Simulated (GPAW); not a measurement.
# AlAu2 (I4/mmm): the Al K absorption edge

Aim: the near-edge shape at the Al K edge of AlAu2 (I4/mmm), and what the core hole does to it.

Main program and level: GPAW 26.7.0; X-ray absorption from dipole matrix elements to empty bands, plane-wave PAW LDA, without spin-orbit coupling.

**1. The starting structure**

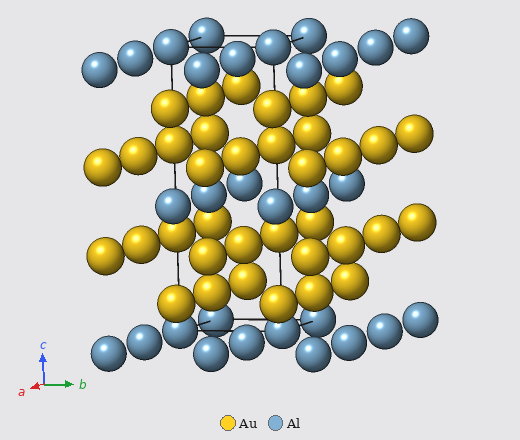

Start, viewed slightly off an axis; gold yellow, aluminium light blue. 3×2×1 cells are drawn. This picture shows the conventional cell, with its axes. Some periodic images of atoms are drawn too.

**2. Ground state of the crystal**

A plain self-consistent run shows whether there is a gap, which decides the set-up of the core-hole run.

Contents of scf.py:

```python
import numpy as np
from ase import Atoms
from ase.parallel import parprint, paropen
from gpaw import GPAW, PW, FermiDirac, Mixer, MixerDif, setup_paths
from gpaw.test import gen
setup_paths.insert(0, '.')
gen('Al', name='nch1s', xcname='LDA', corehole=(1, 0, 0), write_xml=True)
from gpaw.mpi import world
world.barrier()

atoms = Atoms('Au2Al',
    cell=[[-1.67151447, 1.67151447, 4.39907524],
     [1.67151447, -1.67151447, 4.39907524],
     [1.67151447, 1.67151447, -4.39907524]],
    scaled_positions=[[0.3437272, 0.3437272, 0],
     [0.6562728, 0.6562728, 0],
     [0, 0, 0]],
    pbc=True)
atoms.calc = calc = GPAW(legacy_gpaw=True, mode=PW(430, force_complex_dtype=True), xc='LDA', setups={2: 'nch1s'},
    kpts={'size': (10, 10, 10), 'gamma': True}, occupations=FermiDirac(0.05),
    charge=0, mixer=Mixer(0.1, 5, 50), maxiter=150,
    convergence={'density': 0.0001, 'eigenstates': 1e-6}, txt='scf.txt')
energy = atoms.get_potential_energy() + calc.get_reference_energy()
ef = calc.get_fermi_level()
out = dict(energy=energy, fermi=ef, forces=atoms.get_forces().tolist())
parprint(f'all-electron energy {energy:.4f} eV, Fermi level {ef:.4f} eV')
ev = np.array([[calc.get_eigenvalues(k, s) for k in range(len(calc.get_ibz_k_points()))] for s in range(calc.get_number_of_spins())])
out['homo'], out['lumo'], out['counts'] = ev[ev < ef].max(), ev[ev > ef].min(), sorted(set((ev < ef).sum((0, 2)).tolist()))
out['filled'] = (ev[:, 0] < ef).sum(1).tolist()
import json
with paropen('out.json', 'w') as f:
    json.dump(out, f)
```

Started as:

```console
> OMP_NUM_THREADS=1 mpirun -n 4 gpaw python scf.py
```

Numbers of over 12 decimals in the logs are rounded to 6 here.

Log:

```text
Input parameters:
  convergence: {density: 0.0001,
                eigenstates: 1e-06}
  kpts: {gamma: True,
         size: (10, 10, 10)}
  maxiter: 150
  mixer: {backend: pulay,
          beta: 0.1,
          method: separate,
          nmaxold: 5,
          weight: 50}
  mode: {ecut: 430.0,
         force_complex_dtype: True,
         name: pw}
  occupations: {fixmagmom: False,
                name: fermi-dirac,
                width: 0.05}
  setups: {2: nch1s}

Initialize ...

[... PAW data sets ...]

Reference energy: -1039205.567185  # eV

Spin-paired calculation

[... convergence settings ...]
Symmetries present (total): 16
  [... symmetry matrices ...]

1000 k-points: 10 x 10 x 10 Monkhorst-Pack grid + [1/20,1/20,1/20]
102 k-points in the irreducible part of the Brillouin zone
       k-points in crystal coordinates                weights
   0:     0.00000000    0.00000000    0.00000000          1/1000
   1:     0.10000000   -0.10000000    0.00000000          4/1000
   2:     0.10000000   -0.10000000    0.10000000          4/1000
   3:     0.10000000    0.00000000    0.00000000          8/1000
   4:     0.10000000    0.10000000   -0.10000000          2/1000
   5:     0.20000000   -0.20000000    0.00000000          4/1000
   6:     0.20000000   -0.20000000    0.10000000          8/1000
   7:     0.20000000   -0.20000000    0.20000000          4/1000
   8:     0.20000000   -0.10000000    0.00000000         16/1000
   9:     0.20000000   -0.10000000    0.10000000          8/1000
          ...
 101:     0.50000000    0.50000000    0.50000000          1/1000

Wave functions: Plane wave expansion
  Cutoff energy: 430.000 eV
  Number of coefficients (min, max): 974, 1010
  Pulay-stress correction: 0.000000 eV/Ang^3 (de/decut=0.000000)
  Using FFTW library
  Wavefunction extrapolation:
    Improved wavefunction reuse through dual PAW basis

Occupation numbers: Fermi-Dirac:
  width: 0.0500  # eV

Eigensolver
   Davidson(niter=2)

Densities:
  Coarse grid: 24*24*24 grid
  Fine grid: 48*48*48 grid
  Total Charge: 0.000000

Density mixing:
  Method: separate
  Backend: pulay
  Linear mixing parameter: 0.1
  old densities: 5
  Width of damping distribution: 1.1
  Damping of long wavelength oscillations: 50

[... Hamiltonian set-up ...]
Number of atoms: 3
Number of atomic orbitals: 22
Number of bands in calculation: 19
Number of valence electrons: 25
Bands to converge: occupied

... initialized

Initializing position-dependent things.

Density initialized from atomic densities
Creating initial wave functions:
  19 bands from LCAO basis set

       Au

       Au

       Al

Atomic positions and initial magnetic moments

Positions:
   0 Au     0.000000   -0.000000    3.024164    ( 0.0000,  0.0000,  0.0000)
   1 Au    -0.000000    0.000000    5.773987    ( 0.0000,  0.0000,  0.0000)
   2 Al     0.000000    0.000000    0.000000    ( 0.0000,  0.0000,  0.0000)

Unit cell:
           periodic     x           y           z      points  spacing
  1. axis:    yes   -1.671514    1.671514    4.399075    24     0.1302
  2. axis:    yes    1.671514   -1.671514    4.399075    24     0.1302
  3. axis:    yes    1.671514    1.671514   -4.399075    24     0.0985

  Lengths:   4.993975   4.993975   4.993975
  Angles:  140.890650 140.890650  56.503437

Effective grid spacing dv^(1/3) = 0.1526

iter:   1   -15.517789
iter:   2   -14.863159   -1.74  -1.14
iter:   3   -14.126515   -0.92  -1.22
iter:   4   -14.139593   -1.58  -1.73
iter:   5   -14.006461   -2.60  -1.54
iter:   6   -13.998290   -2.09  -1.92
iter:   7   -13.989092   -3.67  -2.23
iter:   8   -13.979836   -2.92  -2.34
iter:   9   -13.979520c  -4.84  -2.98
iter:  10   -13.979517c  -5.95  -3.53
iter:  11   -13.979513c  -6.87c -3.54
iter:  12   -13.979515c  -6.57c -3.60
iter:  13   -13.979508c  -6.43c -3.79
iter:  14   -13.979506c  -7.00c -4.01c

Converged after 14 iterations.

Dipole moment: (-0.000000, 0.000000, -0.000000) |e|*Ang

Energy contributions relative to reference atoms: (reference = -1039205.567185)

Kinetic:        -20.686422
Potential:      +18.438676
External:        +0.000000
XC:             -12.013207
Entropy (-ST):   -0.007123
Local:           +0.285008
SIC:             +0.000000
--------------------------
Free energy:    -13.983068
Extrapolated:   -13.979506

Showing only first 2 kpts
 Kpt  Band  Eigenvalues  Occupancy
  0    10      6.02742    2.00000
  0    11      8.33021    2.00000
  0    12     10.59449    0.00000
  0    13     15.29930    0.00000

  1    10      6.02360    2.00000
  1    11      8.90436    1.99999
  1    12     10.76737    0.00000
  1    13     13.50319    0.00000

Fermi level: 9.53777

No gap
No difference between direct/indirect transitions

Forces in eV/Ang:
  0 Au    0.00000    0.00000   -0.01941
  1 Au    0.00000   -0.00000    0.01941
  2 Al   -0.00000    0.00000   -0.00000
Scalar-relativistic atomic LDA calculation for Al (Aluminium, Z=13)
Core hole in 1s state (1s occupation: 2.0)
450 radial gridpoints.
|------------------------------------------------|
|------------------------------------------------|
[... the atom generator's iteration count ...]

Energy contributions:
-------------------------
Kinetic:     +241.907748
XC:           -17.475820
Potential:   -466.184455
-------------------------
Total:       -241.752526

state      eigenvalue         ekin         rmax
-----------------------------------------------
1s^2.0 :   -55.275624    79.068605        0.079
2s^2.0 :    -3.950529    10.716381        0.498
2p^6.0 :    -2.562254     9.904148        0.428
3s^2.0 :    -0.287726     1.129441        2.062
3p^1.0 :    -0.102289     0.654006        2.636
-----------------------------------------------
(units: Bohr and Hartree)

Generating PAW setup
Kinetic energy of the core from tauc = 239.438228
Cutoffs:
rc(s)=2.050
rc(p)=2.050
rc(d)=2.050
rc(vbar)=1.845
rc(comp)=2.050
rc(nct)=2.050

Kinetic energy of the core states: 238.994859
Charge: 0.0
Core electrons: 10.0
Valence electrons: 3.0
Pseudo-core charge: 0.393537
Shape function alpha=2.380
Pseudo-electron charge 3.499916
state    eigenvalue         norm
--------------------------------
3s(2) :    -0.287726     1.053448
*s    :     0.712274
3p(1) :    -0.102289     0.999482
*p    :     0.897711
*d    :     0.000000
--------------------------------

Diagonalizing with gridspacing h=0.050

state   all-electron     PAW
-------------------------------
3s:      -0.287726    -0.287811
3p:      -0.102289    -0.102345
*d:                    0.027274
*f:                    0.064816
-------------------------------
all-electron energy -1039219.5467 eV, Fermi level 9.5378 eV
```

The job ended after 14 s (4 MPI ranks of Intel Xeon Platinum 8488C (Sapphire Rapids), shared host; peak memory 0.19 GiB; 54 s of CPU time).

The mesh shows no gap, so the system is treated as a metal and the core electron is put at the Fermi level (neutral cell).

**3. Spectrum without a core hole, Al atom 3**

Without a hole the spectrum is the empty density of states of the right symmetry on the absorber, weighted by matrix elements. It needs only the small cell and serves as the baseline. The data set with a hole of occupation 0 only carries the core orbital.

The absorber has 8 Au at 2.73 Å, 2 Au at 3.02 Å and 4 Al at 3.34 Å (14-fold, site symmetry 4/mmm).

Contents of xas.py:

```python
import numpy as np
from ase import Atoms
from ase.parallel import parprint, paropen
from gpaw import GPAW, PW, FermiDirac, Mixer, MixerDif, setup_paths
from gpaw.test import gen
setup_paths.insert(0, '.')
gen('Al', name='nch1s', xcname='LDA', corehole=(1, 0, 0), write_xml=True)
from gpaw.mpi import world
world.barrier()

atoms = Atoms('Au2Al',
    cell=[[-1.67151447, 1.67151447, 4.39907524],
     [1.67151447, -1.67151447, 4.39907524],
     [1.67151447, 1.67151447, -4.39907524]],
    scaled_positions=[[0.3437272, 0.3437272, 0],
     [0.6562728, 0.6562728, 0],
     [0, 0, 0]],
    pbc=True)
atoms.calc = calc = GPAW(legacy_gpaw=True, mode=PW(430, force_complex_dtype=True), xc='LDA', setups={2: 'nch1s'},
    kpts={'size': (14, 14, 14), 'gamma': True}, occupations=FermiDirac(0.1),
    charge=0, mixer=Mixer(0.1, 5, 50), maxiter=150,
    convergence={'density': 0.0001, 'eigenstates': 1e-6}, txt='scf.txt')
energy = atoms.get_potential_energy() + calc.get_reference_energy()
ef = calc.get_fermi_level()
out = dict(energy=energy, fermi=ef, forces=atoms.get_forces().tolist())
parprint(f'all-electron energy {energy:.4f} eV, Fermi level {ef:.4f} eV')
ev = np.array([[calc.get_eigenvalues(k, s) for k in range(len(calc.get_ibz_k_points()))] for s in range(calc.get_number_of_spins())])
out['homo'], out['lumo'], out['counts'] = ev[ev < ef].max(), ev[ev > ef].min(), sorted(set((ev < ef).sum((0, 2)).tolist()))
out['filled'] = (ev[:, 0] < ef).sum(1).tolist()

from ase.units import Ha
from gpaw.xas import dipole_matrix_elements
nb = int(calc.get_number_of_electrons() / 2) + 33
top = nb
nscf = calc.fixed_density(kpts={'size': (11, 11, 11), 'gamma': True},
    convergence={'eigenstates': 1.0}, txt='nscf.txt')
nscf.diagonalize_full_hamiltonian(nbands=nb)
cell = atoms.cell.array
ops = [cell.T @ U.T @ np.linalg.inv(cell.T) for U in nscf.wfs.kd.symmetry.op_scc]
E = np.arange(-25, 34, 0.1)
fwhm = np.interp(E, [4, 25], [0.9, 3.5])
Y, X, zero, highest = 0, 0, 1e9, 1e9
for spin in range(nscf.get_number_of_spins()):
    wfs = nscf.wfs
    mine = wfs.bd.get_slice()  # this rank's bands
    A = dipole_matrix_elements(wfs.setups[2])
    eps = np.zeros((wfs.kd.nibzkpts, nb))
    d = np.zeros((3, A.shape[1], wfs.kd.nibzkpts, nb), complex)
    for kpt in wfs.kpt_u:
        if kpt.s == spin and 2 in kpt.P_ani:
            eps[kpt.k, mine] = kpt.eps_n * Ha
            d[:, :, kpt.k, mine] = (kpt.weight * wfs.nspins / 2) ** 0.5 * np.inner(A, kpt.P_ani[2])
    world.sum(eps)
    world.sum(d)
    T = np.einsum('amkn,bmkn->abkn', d, d.conj()).real
    T = sum(np.einsum('ai,ijkn,bj->abkn', R, T, R) for R in ops) / len(ops)
    empty = eps > ef
    zero, highest = min(zero, eps[empty].min()), min(highest, eps[:, top - 1].min())
    lines = [(eps, T, empty)] if spin == 0 else lines + [(eps, T, empty)]
for eps, T, empty in lines:
    f = np.einsum('aakn->akn', T).reshape(3, -1)
    x = eps.ravel() - zero
    w = np.interp(x, E, fwhm) / 2.35482
    g = np.exp(-0.5 * ((E[:, None] - x) / w) ** 2) / (w * (2 * np.pi) ** 0.5)
    Y = Y + (f * empty.ravel()) @ g.T
    X = X + (f * ~empty.ravel()) @ g.T
out.update(E=E.round(2).tolist(), xas=Y.tolist(), xes=X.tolist(), zero=zero, valid=highest - zero, nk=len(eps), nb=nb)
for i in range(0, len(E), 10):
    parprint(f'{E[i]:7.2f}', *(f'{v:10.3e}' for v in Y[:, i]))
import json
with paropen('out.json', 'w') as f:
    json.dump(out, f)
```

Started as:

```console
> OMP_NUM_THREADS=1 mpirun -n 4 gpaw python xas.py
```

Log:

```text
Input parameters:
  convergence: {density: 0.0001,
                eigenstates: 1e-06}
  kpts: {gamma: True,
         size: (14, 14, 14)}
  maxiter: 150
  mixer: {backend: pulay,
          beta: 0.1,
          method: separate,
          nmaxold: 5,
          weight: 50}
  mode: {ecut: 430.0,
         force_complex_dtype: True,
         name: pw}
  occupations: {fixmagmom: False,
                name: fermi-dirac,
[...]
*p    :     0.897711
*d    :     0.000000
--------------------------------

Diagonalizing with gridspacing h=0.050

state   all-electron     PAW
-------------------------------
3s:      -0.287726    -0.287811
3p:      -0.102289    -0.102345
*d:                    0.027274
*f:                    0.064816
-------------------------------
all-electron energy -1039219.5483 eV, Fermi level 9.5246 eV
[...]
32.00  6.457e-06  6.457e-06  7.250e-06
  33.00  6.681e-06  6.681e-06  6.940e-06
[key lines of the parts left out:]
Converged after 14 iterations.
Dipole moment: (-0.000000, 0.000000, -0.000000) |e|*Ang
Free energy:    -13.993221
Fermi level: 9.52460
```

The job ended after 1.8 min (4 MPI ranks; peak memory 0.35 GiB; 7.1 min of CPU time).

The Al K spectrum, Al atom 3, no core hole (energy from the lowest empty level; intensity scaled to a mean of 1 over the first 20 eV; polarised curves are means over the symmetry-equivalent atoms):

```
E (eV)  isotropic  ε ⊥ c  ε ∥ c
  -2.0       0.00   0.00   0.00
  -0.5       0.03   0.03   0.02
   1.0       0.29   0.29   0.31
   2.5       0.87   0.98   0.65
   4.0       1.28   1.38   1.09
   5.5       1.37   1.36   1.38
   7.0       1.29   1.03   1.81
   8.5       1.39   1.13   1.90
  10.0       1.48   1.58   1.27
  11.5       1.47   1.57   1.26
  13.0       1.27   1.36   1.10
  14.5       0.91   1.02   0.69
  16.0       0.59   0.67   0.44
  17.5       0.52   0.53   0.49
  19.0       0.54   0.49   0.65
  20.5       0.72   0.68   0.80
  22.0       1.05   1.04   1.07
  23.5       1.09   1.05   1.17
  25.0       0.90   0.86   0.98
  26.5       0.81   0.80   0.84
  28.0       0.78   0.77   0.79
  29.5       0.78   0.78   0.79
  31.0       0.83   0.80   0.88
```

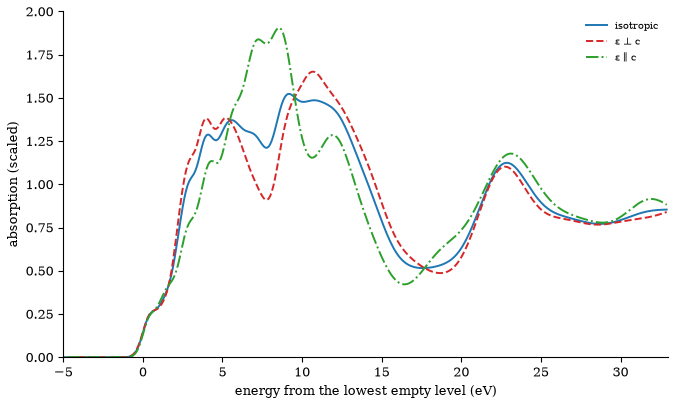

The Al K edge, Al atom 3, no core hole: main maxima at 4.1, 5.6 and 9.2 eV.

Main maxima below 24 eV (height): 4.1 eV (1.29), 5.6 eV (1.37), 9.2 eV (1.52) and 22.9 eV (1.12). A K edge sees empty p states on the absorber.

The same matrix elements for filled bands give the Al K emission of Al atom 3 (ground-state approximation; energy from the lowest empty level, largest value 1):

```
E (eV)  emission
 -24.0      0.00
 -22.5      0.00
 -21.0      0.00
 -19.5      0.00
 -18.0      0.00
 -16.5      0.00
 -15.0      0.00
 -13.5      0.00
 -12.0      0.00
 -10.5      0.01
  -9.0      0.12
  -7.5      0.51
  -6.0      1.00
  -4.5      0.52
  -3.0      0.50
  -1.5      0.66
   0.0      0.32
   1.5      0.00
   3.0      0.00
```

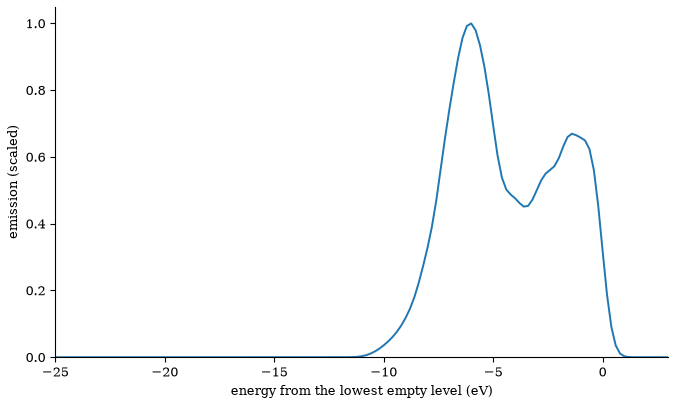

X-ray emission from the filled bands.

Emission maxima: -6.0 eV (1.00) and -1.4 eV (0.67).

**4. Supercell without a hole, the energy reference**

The photon energy needs a difference of total energies, so the cell and mesh of the coming hole run are first run without a hole.

Changes to scf.py since step 2:

```diff
@@ -10,12 +10,24 @@
 
-atoms = Atoms('Au2Al',
-    cell=[[-1.67151447, 1.67151447, 4.39907524],
-     [1.67151447, -1.67151447, 4.39907524],
-     [1.67151447, 1.67151447, -4.39907524]],
-    scaled_positions=[[0.3437272, 0.3437272, 0],
-     [0.6562728, 0.6562728, 0],
-     [0, 0, 0]],
+atoms = Atoms('Au10Al5',
+    cell=[[1.67151447, 5.01454343, -4.39907524],
+     [5.01454343, -1.67151447, -4.39907524],
+     [-5.01454343, 1.67151447, -4.39907524]],
+    scaled_positions=[[0, 0.6562728, 0.6562728],
+     [0.2, 0.8562728, 0.2562728],
+     [0.4, 0.0562728, 0.8562728],
+     [0.6, 0.2562728, 0.4562728],
+     [0.8, 0.4562728, 0.0562728],
+     [0, 0.3437272, 0.3437272],
+     [0.2, 0.5437272, 0.9437272],
+     [0.4, 0.7437272, 0.5437272],
+     [0.6, 0.9437272, 0.1437272],
+     [0.8, 0.1437272, 0.7437272],
+     [0, 0, 0],
+     [0.2, 0.2, 0.6],
+     [0.4, 0.4, 0.2],
+     [0.6, 0.6, 0.8],
+     [0.8, 0.8, 0.4]],
     pbc=True)
-atoms.calc = calc = GPAW(legacy_gpaw=True, mode=PW(430, force_complex_dtype=True), xc='LDA', setups={2: 'nch1s'},
-    kpts={'size': (10, 10, 10), 'gamma': True}, occupations=FermiDirac(0.05),
+atoms.calc = calc = GPAW(legacy_gpaw=True, mode=PW(430, force_complex_dtype=True), xc='LDA', setups={10: 'nch1s'},
+    kpts={'size': (4, 4, 4), 'gamma': True}, occupations=FermiDirac(0.1),
     charge=0, mixer=Mixer(0.1, 5, 50), maxiter=150,
```

Started as:

```console
> OMP_NUM_THREADS=1 mpirun -n 4 gpaw python scf.py
```

Log:

```text
Input parameters:
  convergence: {density: 0.0001,
                eigenstates: 1e-06}
  kpts: {gamma: True,
         size: (4, 4, 4)}
  maxiter: 150
  mixer: {backend: pulay,
          beta: 0.1,
          method: separate,
          nmaxold: 5,
          weight: 50}
  mode: {ecut: 430.0,
         force_complex_dtype: True,
         name: pw}
  occupations: {fixmagmom: False,
                name: fermi-dirac,
[...]
3s(2) :    -0.287726     1.053448
*s    :     0.712274
3p(1) :    -0.102289     0.999482
*p    :     0.897711
*d    :     0.000000
--------------------------------

Diagonalizing with gridspacing h=0.050

state   all-electron     PAW
-------------------------------
3s:      -0.287726    -0.287811
3p:      -0.102289    -0.102345
*d:                    0.027274
*f:                    0.064816
-------------------------------
all-electron energy -5196097.8797 eV, Fermi level 9.5370 eV
[key lines of the parts left out:]
Converged after 18 iterations.
Dipole moment: (-0.000000, 0.000000, 0.000000) |e|*Ang
Free energy:    -70.085508
Fermi level: 9.53702
```

Run time: 49 s. Hardware: 4 MPI ranks; peak memory 0.33 GiB; 3.2 min of CPU time.

Reference energy: -5196097.880 eV with the cores included.

[end of part 1 of 2]

[Banner, clock and machine lines of the logs are left out without a mark of their own.]

[Logs are printed without paths, hosts, clocks, repeated set-up lines and the standing remarks that a program may print on its own settings, such as how far it seeks lower states.]

[Hosts, paths, dates, database ids (printed as entryN), source tags and the programs' standing remarks are cut or masked in the printed files.]

[Lists of maxima count a maximum above −3 eV only where it reaches 4 % of the highest in the window and stands out from its surroundings by 2 % of it (1.5 % where it reaches 55 %); shoulders and weaker maxima are passed over, and of the rest the first, up to two pre-edge ones and the few strongest are named.]
